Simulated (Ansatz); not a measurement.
**WF (quartet): wB97M-V, B2PLYP over vertical spin and charge gaps, def2-QZVPP**

How well do these functionals follow the top wave-function level for WF (quartet) over vertical spin and charge gaps?

Computed with Ansatz 0.2.0, Gaussian basis. Level: def2-QZVPP, all electrons in the functionals, frozen cores in the correlation of double hybrids and RPA.

The runs, in order: wB97M-V, B2PLYP, at charge 0, quartet; charge 0, doublet; charge 0, sextet; charge 1, triplet; charge 1, quintet.

## (1) What is computed

The geometry is a PBE0/def2-TZVP stationary point (not a proven minimum). No spin-orbit coupling is included. Elements past krypton take def2 core potentials.

2 atoms, charge 0, spin multiplicity 4.

Atoms are counted from 1 here; the program's logs count them from 0.

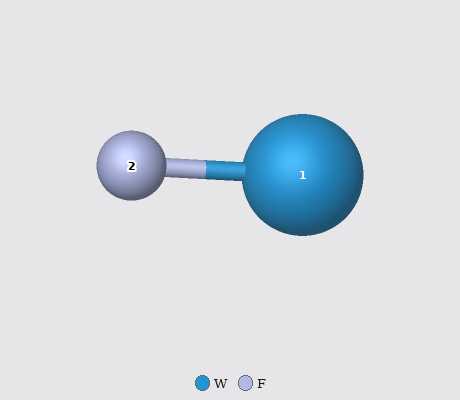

The structure; tungsten blue, fluorine light blue; atoms are numbered from 1 in the order of the file.

No dispersion term is added; wB97M-V holds VV10 nonlocal correlation.

The geometry shown and the zero of energy belong to the point charge 0, quartet. The yardstick, UCCSD(T), and other wave-function levels (R restricted, U unrestricted, valence and pair active spaces) come from earlier runs.

## (2) wB97M-V, charge 0, quartet

in.yaml reads:

```yaml
crystal:
  periodic: [false, false, false]
  atoms:
    - {symbol: W, position_ang: [0.000000, 0.000000, 0.000000]}
    - {symbol: F, position_ang: [0.000000, 0.000000, 1.838237]}
basis:
  gaussian: {orbitals: "def2-QZVPP.json"}
magnetization: {spin_polarized: true, initial_magnetization: 3}
hamiltonian: {xc: {name: wB97M-V}}
output: {orbitals: {seedname: orbitals}}
```

The run is started by

```sh
$ ansatz run in.yaml --threads 2 --pin off --events-out ev --progress --plain --max-ram 24576MiB --backend cuda --devices 0, --max-vram 18GiB
```

Log, cut to the lines that bear on the results:

```text
Functional definition: wB97M-V
  name "wB97M-V"
  cite "Mardirossian & Head-Gordon, J. Chem. Phys. 144, 214110 (2016) doi:10.1063/1.4952647"
  cite "Becke, J. Chem. Phys. 107, 8554 (1997) doi:10.1063/1.475007"
  cite "Vydrov & Van Voorhis, J. Chem. Phys. 133, 244103 (2010) doi:10.1063/1.3521275"
  # Of w^i u^j: cxij and so on, Table III.
[...]
  gx(w, u) = 1 - cx + cx01*u + cx10*w
  gss(w, u) = css00 + css04*u^4 + css10*w + css20*w^2 + css43*w^4*u^3
  gos(w, u) = cos00 + cos10*w + (cos20 + cos21*u)*w^2 + (cos60 + cos61*u)*w^6
[...]
      + integral(e_c_pw_mod_opposite_spin*gos(b97_w_opposite, b97_u_opposite)) + vv10(b, c)
621 factors; their error is unknown
115 factors; integrals over basis functions are off by at most 6.7e-4 eV
[...]
mean field -4538.22019462 eV, -166.7765160360 hartree, gradient 6.3e-6 eV, S^2 3.810962; 3 other end points of the search recorded, 0 dependent functions left out
reference -4538.22023875 eV, -166.7765176579 hartree; 13, 10 occupied and 125, 128 virtual orbitals, 621 factors
Total energy: -4538.22023875 eV, -166.7765176579 hartree
```

It took 34 s on 1 × H100 (card shared with other runs) with 2 threads of AMD EPYC 7R13, shared host; peak host memory 0.92 GiB.

From the report: ⟨S²⟩ of the determinant 3.811 (pure quartet: 3.75).

## (3) wB97M-V, charge 0, doublet

in.yaml, as its differences from that of step 2:

```diff
@@ -7,3 +7,3 @@
   gaussian: {orbitals: "def2-QZVPP.json"}
-magnetization: {spin_polarized: true, initial_magnetization: 3}
+magnetization: {spin_polarized: true, initial_magnetization: 1}
 hamiltonian: {xc: {name: wB97M-V}}
```

Same command.

Log, cut to the lines that bear on the results:

```text
Functional definition: wB97M-V
  name "wB97M-V"
  cite "Mardirossian & Head-Gordon, J. Chem. Phys. 144, 214110 (2016) doi:10.1063/1.4952647"
  cite "Becke, J. Chem. Phys. 107, 8554 (1997) doi:10.1063/1.475007"
  cite "Vydrov & Van Voorhis, J. Chem. Phys. 133, 244103 (2010) doi:10.1063/1.3521275"
  # Of w^i u^j: cxij and so on, Table III.
[...]
  gx(w, u) = 1 - cx + cx01*u + cx10*w
  gss(w, u) = css00 + css04*u^4 + css10*w + css20*w^2 + css43*w^4*u^3
  gos(w, u) = cos00 + cos10*w + (cos20 + cos21*u)*w^2 + (cos60 + cos61*u)*w^6
[...]
      + integral(e_c_pw_mod_opposite_spin*gos(b97_w_opposite, b97_u_opposite)) + vv10(b, c)
621 factors; their error is unknown
115 factors; integrals over basis functions are off by at most 6.7e-4 eV
[...]
mean field -4537.52197071 eV, -166.7508567809 hartree, gradient 7.1e-6 eV, S^2 2.125067; 16 other end points of the search recorded, 0 dependent functions left out
reference -4537.52201517 eV, -166.7508584144 hartree; 12, 11 occupied and 126, 127 virtual orbitals, 621 factors
Total energy: -4537.52201517 eV, -166.7508584144 hartree
```

It took 81 s on 1 × H100 (card shared with other runs) with 2 threads of AMD EPYC 7R13, shared host; peak host memory 0.92 GiB.

From the report: ⟨S²⟩ of the determinant 2.125 (pure doublet: 0.75). The determinant is far from a pure spin state, so its energy mixes those of several spin states (harmless only where they are near-degenerate, as at dissociation).

From charge 0, quartet: +67.4 kJ/mol.

## (4) wB97M-V, charge 0, sextet

in.yaml, as its differences from that of step 3:

```diff
@@ -7,3 +7,3 @@
   gaussian: {orbitals: "def2-QZVPP.json"}
-magnetization: {spin_polarized: true, initial_magnetization: 1}
+magnetization: {spin_polarized: true, initial_magnetization: 5}
 hamiltonian: {xc: {name: wB97M-V}}
```

Launched as before.

Log, cut to the lines that bear on the results:

```text
Functional definition: wB97M-V
  name "wB97M-V"
  cite "Mardirossian & Head-Gordon, J. Chem. Phys. 144, 214110 (2016) doi:10.1063/1.4952647"
  cite "Becke, J. Chem. Phys. 107, 8554 (1997) doi:10.1063/1.475007"
  cite "Vydrov & Van Voorhis, J. Chem. Phys. 133, 244103 (2010) doi:10.1063/1.3521275"
  # Of w^i u^j: cxij and so on, Table III.
[...]
  gx(w, u) = 1 - cx + cx01*u + cx10*w
  gss(w, u) = css00 + css04*u^4 + css10*w + css20*w^2 + css43*w^4*u^3
  gos(w, u) = cos00 + cos10*w + (cos20 + cos21*u)*w^2 + (cos60 + cos61*u)*w^6
[...]
      + integral(e_c_pw_mod_opposite_spin*gos(b97_w_opposite, b97_u_opposite)) + vv10(b, c)
621 factors; their error is unknown
115 factors; integrals over basis functions are off by at most 6.7e-4 eV
[...]
mean field -4538.54162666 eV, -166.7883284458 hartree, gradient 1.7e-5 eV, S^2 8.754564; 1 other end points of the search recorded, 0 dependent functions left out
reference -4538.54166943 eV, -166.7883300176 hartree; 14, 9 occupied and 124, 129 virtual orbitals, 621 factors
Total energy: -4538.54166943 eV, -166.7883300176 hartree
```

It took 18 s on 1 × H100 (card shared with other runs) with 2 threads of AMD EPYC 7R13, shared host; peak host memory 0.9 GiB.

From the report: ⟨S²⟩ of the determinant 8.755 (pure sextet: 8.75).

From charge 0, quartet: -31.0 kJ/mol.

## (5) wB97M-V, charge 1, triplet

in.yaml, as its differences from that of step 4:

```diff
@@ -7,3 +7,4 @@
   gaussian: {orbitals: "def2-QZVPP.json"}
-magnetization: {spin_polarized: true, initial_magnetization: 5}
+total_charge: 1
+magnetization: {spin_polarized: true, initial_magnetization: 2}
 hamiltonian: {xc: {name: wB97M-V}}
```

Same command.

Log, cut to the lines that bear on the results:

```text
Functional definition: wB97M-V
  name "wB97M-V"
  cite "Mardirossian & Head-Gordon, J. Chem. Phys. 144, 214110 (2016) doi:10.1063/1.4952647"
  cite "Becke, J. Chem. Phys. 107, 8554 (1997) doi:10.1063/1.475007"
  cite "Vydrov & Van Voorhis, J. Chem. Phys. 133, 244103 (2010) doi:10.1063/1.3521275"
  # Of w^i u^j: cxij and so on, Table III.
[...]
  gx(w, u) = 1 - cx + cx01*u + cx10*w
  gss(w, u) = css00 + css04*u^4 + css10*w + css20*w^2 + css43*w^4*u^3
  gos(w, u) = cos00 + cos10*w + (cos20 + cos21*u)*w^2 + (cos60 + cos61*u)*w^6
[...]
      + integral(e_c_pw_mod_opposite_spin*gos(b97_w_opposite, b97_u_opposite)) + vv10(b, c)
621 factors; their error is unknown
115 factors; integrals over basis functions are off by at most 6.7e-4 eV
[...]
mean field -4529.65800378 eV, -166.4618613263 hartree, gradient 5.6e-6 eV, S^2 2.979193; 15 other end points of the search recorded, 0 dependent functions left out
reference -4529.65804109 eV, -166.4618626977 hartree; 12, 10 occupied and 126, 128 virtual orbitals, 621 factors
Total energy: -4529.65804109 eV, -166.4618626977 hartree
```

Run time: 29 s. Hardware: 1 × H100 (card shared with other runs) with 2 threads of AMD EPYC 7R13, shared host; peak host memory 0.91 GiB.

From the report: ⟨S²⟩ of the determinant 2.979 (pure triplet: 2.00). The determinant is far from a pure spin state, so its energy mixes those of several spin states (harmless only where they are near-degenerate, as at dissociation).

From charge 0, quartet: +826.1 kJ/mol.

## (6) wB97M-V, charge 1, quintet

in.yaml, as its differences from that of step 5:

```diff
@@ -8,3 +8,3 @@
 total_charge: 1
-magnetization: {spin_polarized: true, initial_magnetization: 2}
+magnetization: {spin_polarized: true, initial_magnetization: 4}
 hamiltonian: {xc: {name: wB97M-V}}
```

Launched as before.

Log, cut to the lines that bear on the results:

```text
Functional definition: wB97M-V
  name "wB97M-V"
  cite "Mardirossian & Head-Gordon, J. Chem. Phys. 144, 214110 (2016) doi:10.1063/1.4952647"
  cite "Becke, J. Chem. Phys. 107, 8554 (1997) doi:10.1063/1.475007"
  cite "Vydrov & Van Voorhis, J. Chem. Phys. 133, 244103 (2010) doi:10.1063/1.3521275"
  # Of w^i u^j: cxij and so on, Table III.
[...]
  gx(w, u) = 1 - cx + cx01*u + cx10*w
  gss(w, u) = css00 + css04*u^4 + css10*w + css20*w^2 + css43*w^4*u^3
  gos(w, u) = cos00 + cos10*w + (cos20 + cos21*u)*w^2 + (cos60 + cos61*u)*w^6
[...]
      + integral(e_c_pw_mod_opposite_spin*gos(b97_w_opposite, b97_u_opposite)) + vv10(b, c)
621 factors; their error is unknown
115 factors; integrals over basis functions are off by at most 6.7e-4 eV
[...]
mean field -4530.52393497 eV, -166.4936837109 hartree, gradient 1.3e-5 eV, S^2 6.007609; 7 other end points of the search recorded, 0 dependent functions left out
reference -4530.52397158 eV, -166.4936850561 hartree; 13, 9 occupied and 125, 129 virtual orbitals, 621 factors
Total energy: -4530.52397158 eV, -166.4936850561 hartree
```

It took 21 s on 1 × H100 (card shared with other runs) with 2 threads of AMD EPYC 7R13, shared host; peak host memory 0.91 GiB.

From the report: ⟨S²⟩ of the determinant 6.008 (pure quintet: 6.00).

From charge 0, quartet: +742.6 kJ/mol.

## (7) B2PLYP, charge 0, quartet

in.yaml reads:

```yaml
crystal:
  periodic: [false, false, false]
  atoms:
    - {symbol: W, position_ang: [0.000000, 0.000000, 0.000000]}
    - {symbol: F, position_ang: [0.000000, 0.000000, 1.838237]}
basis:
  gaussian: {orbitals: "def2-QZVPP.json"}
magnetization: {spin_polarized: true, initial_magnetization: 3}
hamiltonian: {xc: {name: B2PLYP}}
correlation: {electrons: outside_noble_gas}
```

Same command.

Log, cut to the lines that bear on the results:

```text
Functional definition: B2PLYP
  name "B2PLYP"
  cite "Grimme, J. Chem. Phys. 124, 034108 (2006) doi:10.1063/1.2148954"
  cite "Becke, Phys. Rev. A 38, 3098 (1988) doi:10.1103/PhysRevA.38.3098"
  cite "Lee, Yang & Parr, Phys. Rev. B 37, 785 (1988) doi:10.1103/PhysRevB.37.785"
[...]
864 factors; integrals over basis functions are off by at most 1.2e-3 eV
[...]
mean field -4531.17533714 eV, -166.5176222988 hartree, gradient 2.9e-6 eV, S^2 4.145282; 12 other end points of the search recorded, 0 dependent functions left out
5 core orbitals not correlated: weight in the atoms' cores, before any rotation towards them, 0.979 or more for the frozen orbitals, at most 0.020 for the correlated occupied ones
reference -4531.17545357 eV, -166.5176265777 hartree; 8, 5 occupied and 125, 128 virtual orbitals, 864 factors
second order -13.31482473 eV of doubles, -0.00000000 eV of singles
Total energy: -4534.77045625 eV, -166.6497404894 hartree
```

It took 49 s on 1 × H100 (card shared with other runs) with 2 threads of AMD EPYC 7R13, shared host; peak host memory 0.84 GiB.

From the report: ⟨S²⟩ of the determinant 4.145 (pure quartet: 3.75).

## (8) B2PLYP, charge 0, doublet

in.yaml, as its differences from that of step 7:

```diff
@@ -7,3 +7,3 @@
   gaussian: {orbitals: "def2-QZVPP.json"}
-magnetization: {spin_polarized: true, initial_magnetization: 3}
+magnetization: {spin_polarized: true, initial_magnetization: 1}
 hamiltonian: {xc: {name: B2PLYP}}
```

The command is unchanged.

Log, cut to the lines that bear on the results:

```text
Functional definition: B2PLYP
  name "B2PLYP"
  cite "Grimme, J. Chem. Phys. 124, 034108 (2006) doi:10.1063/1.2148954"
  cite "Becke, Phys. Rev. A 38, 3098 (1988) doi:10.1103/PhysRevA.38.3098"
  cite "Lee, Yang & Parr, Phys. Rev. B 37, 785 (1988) doi:10.1103/PhysRevB.37.785"
[...]
864 factors; integrals over basis functions are off by at most 1.2e-3 eV
[...]
mean field -4530.63708387 eV, -166.4978418559 hartree, gradient 5.6e-6 eV, S^2 2.306460; 12 other end points of the search recorded, 0 dependent functions left out
5 core orbitals not correlated: weight in the atoms' cores, before any rotation towards them, 0.986 or more for the frozen orbitals, at most 0.017 for the correlated occupied ones
reference -4530.63720072 eV, -166.4978461501 hartree; 7, 6 occupied and 126, 127 virtual orbitals, 864 factors
second order -13.43527219 eV of doubles, -0.00000000 eV of singles
Total energy: -4534.26472421 eV, -166.6311551795 hartree
```

Run time: 58 s. Hardware: 1 × H100 (card shared with other runs) with 2 threads of AMD EPYC 7R13, shared host; peak host memory 0.83 GiB.

From the report: ⟨S²⟩ of the determinant 2.306 (pure doublet: 0.75). The determinant is far from a pure spin state, so its energy mixes those of several spin states (harmless only where they are near-degenerate, as at dissociation).

From charge 0, quartet: +48.8 kJ/mol.

## (9) B2PLYP, charge 0, sextet

in.yaml, as its differences from that of step 8:

```diff
@@ -7,3 +7,3 @@
   gaussian: {orbitals: "def2-QZVPP.json"}
-magnetization: {spin_polarized: true, initial_magnetization: 1}
+magnetization: {spin_polarized: true, initial_magnetization: 5}
 hamiltonian: {xc: {name: B2PLYP}}
```

Launched as before.

Log, cut to the lines that bear on the results:

```text
Functional definition: B2PLYP
  name "B2PLYP"
  cite "Grimme, J. Chem. Phys. 124, 034108 (2006) doi:10.1063/1.2148954"
  cite "Becke, Phys. Rev. A 38, 3098 (1988) doi:10.1103/PhysRevA.38.3098"
  cite "Lee, Yang & Parr, Phys. Rev. B 37, 785 (1988) doi:10.1103/PhysRevB.37.785"
[...]
864 factors; integrals over basis functions are off by at most 1.2e-3 eV
[...]
mean field -4531.75768644 eV, -166.5390232408 hartree, gradient 4.4e-6 eV, S^2 8.754387; 2 other end points of the search recorded, 0 dependent functions left out
5 core orbitals not correlated: weight in the atoms' cores, before any rotation towards them, 0.970 or more for the frozen orbitals, at most 0.027 for the correlated occupied ones
reference -4531.75780561 eV, -166.5390276202 hartree; 9, 4 occupied and 124, 129 virtual orbitals, 864 factors
second order -12.32209263 eV of doubles, -0.00000000 eV of singles
Total energy: -4535.08477062 eV, -166.6612913293 hartree
```

Wall time 17 s (1 × H100 (card shared with other runs) with 2 threads of AMD EPYC 7R13, shared host); peak host memory 0.82 GiB.

From the report: ⟨S²⟩ of the determinant 8.754 (pure sextet: 8.75).

From charge 0, quartet: -30.3 kJ/mol.

## (10) B2PLYP, charge 1, triplet

in.yaml, as its differences from that of step 9:

```diff
@@ -7,3 +7,4 @@
   gaussian: {orbitals: "def2-QZVPP.json"}
-magnetization: {spin_polarized: true, initial_magnetization: 5}
+total_charge: 1
+magnetization: {spin_polarized: true, initial_magnetization: 2}
 hamiltonian: {xc: {name: B2PLYP}}
```

The command is unchanged.

Log, cut to the lines that bear on the results:

```text
Functional definition: B2PLYP
  name "B2PLYP"
  cite "Grimme, J. Chem. Phys. 124, 034108 (2006) doi:10.1063/1.2148954"
  cite "Becke, Phys. Rev. A 38, 3098 (1988) doi:10.1103/PhysRevA.38.3098"
  cite "Lee, Yang & Parr, Phys. Rev. B 37, 785 (1988) doi:10.1103/PhysRevB.37.785"
[...]
864 factors; integrals over basis functions are off by at most 1.2e-3 eV
[...]
mean field -4523.00706087 eV, -166.2174436826 hartree, gradient 1.5e-6 eV, S^2 2.993653; 13 other end points of the search recorded, 0 dependent functions left out
5 core orbitals not correlated: weight in the atoms' cores, before any rotation towards them, 0.984 or more for the frozen orbitals, at most 0.014 for the correlated occupied ones
reference -4523.00716989 eV, -166.2174476890 hartree; 7, 5 occupied and 126, 128 virtual orbitals, 864 factors
second order -12.57648586 eV of doubles, -0.00000000 eV of singles
Total energy: -4526.40282107 eV, -166.3422355683 hartree
```

Run time: 22 s. Hardware: 1 × H100 (card shared with other runs) with 2 threads of AMD EPYC 7R13, shared host; peak host memory 0.83 GiB.

From the report: ⟨S²⟩ of the determinant 2.994 (pure triplet: 2.00). The determinant is far from a pure spin state, so its energy mixes those of several spin states (harmless only where they are near-degenerate, as at dissociation).

From charge 0, quartet: +807.4 kJ/mol.

## (11) B2PLYP, charge 1, quintet

in.yaml, as its differences from that of step 10:

```diff
@@ -8,3 +8,3 @@
 total_charge: 1
-magnetization: {spin_polarized: true, initial_magnetization: 2}
+magnetization: {spin_polarized: true, initial_magnetization: 4}
 hamiltonian: {xc: {name: B2PLYP}}
```

The command is unchanged.

Log, cut to the lines that bear on the results:

```text
Functional definition: B2PLYP
  name "B2PLYP"
  cite "Grimme, J. Chem. Phys. 124, 034108 (2006) doi:10.1063/1.2148954"
  cite "Becke, Phys. Rev. A 38, 3098 (1988) doi:10.1103/PhysRevA.38.3098"
  cite "Lee, Yang & Parr, Phys. Rev. B 37, 785 (1988) doi:10.1103/PhysRevB.37.785"
[...]
864 factors; integrals over basis functions are off by at most 1.2e-3 eV
[...]
mean field -4523.88278124 eV, -166.2496258126 hartree, gradient 9.6e-7 eV, S^2 6.007706; 8 other end points of the search recorded, 0 dependent functions left out
5 core orbitals not correlated: weight in the atoms' cores, before any rotation towards them, 0.981 or more for the frozen orbitals, at most 0.017 for the correlated occupied ones
reference -4523.88289129 eV, -166.2496298571 hartree; 8, 4 occupied and 125, 129 virtual orbitals, 864 factors
second order -12.18226542 eV of doubles, -0.00000000 eV of singles
Total energy: -4527.17210296 eV, -166.3705061562 hartree
```

Wall time 18 s (1 × H100 (card shared with other runs) with 2 threads of AMD EPYC 7R13, shared host); peak host memory 0.82 GiB.

From the report: ⟨S²⟩ of the determinant 6.008 (pure quintet: 6.00).

From charge 0, quartet: +733.1 kJ/mol.

## (12) Against the wave-function levels

No level is safe as a reference over these points; UCCSD(T) serves as a yardstick only. It comes from earlier runs at the same points. Energies in kJ/mol, counted from charge 0, quartet; blanks weren't run or aren't comparable.

```csv
level,quartet to doublet,quartet to sextet,ionisation to the triplet cation,ionisation to the quintet cation
UCCSD(T),27.3,-37.7,774.2,733.3
wB97M-V,67.4,-31.0,826.1,742.6
B2PLYP,48.8,-30.3,807.4,733.1
```

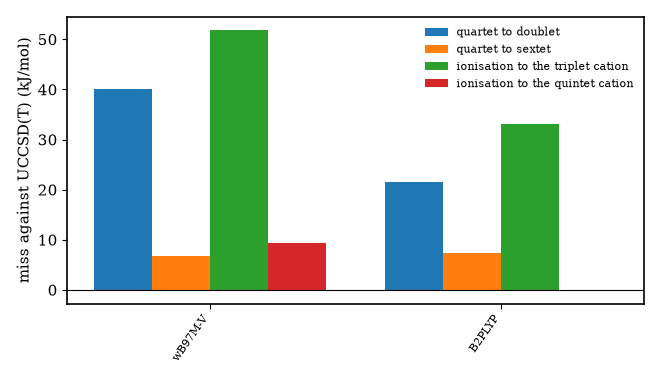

Misses of the gaps against UCCSD(T).

Largest miss and mean time a point (UCCSD(T) took 63 s a point; shared hosts):

| level | largest miss (kJ/mol) | where | time a point |
| --- | --- | --- | --- |
| wB97M-V | +51.9 | ionisation to the triplet cation | 36 s |
| B2PLYP | +33.2 | ionisation to the triplet cation | 32 s |

## (13) Results

| quantity | value |
| --- | --- |
| quartet to doublet, UCCSD(T) | 27.3 kJ/mol |
| quartet to sextet, UCCSD(T) | -37.7 kJ/mol |
| ionisation to the triplet cation, UCCSD(T) | 774.2 kJ/mol |
| ionisation to the quintet cation, UCCSD(T) | 733.3 kJ/mol |
| largest miss, wB97M-V | +51.9 kJ/mol (ionisation to the triplet cation) |
| largest miss, B2PLYP | +33.2 kJ/mol (ionisation to the triplet cation) |

Of the functionals, B2PLYP keep the smallest largest miss at the points compared (at most 33.2 kJ/mol) and wB97M-V strays most (51.9 kJ/mol, at ionisation to the triplet cation). wB97M-V, B2PLYP clearly break the spin symmetry at some points (⟨S²⟩ up to 1.56 above the pure value), so energy there is bought with a mixed spin. Functionals and the yardstick converge differently with the basis, so part of each miss in def2-QZVPP is the basis. The yardstick itself may be off where one determinant is a poor start.
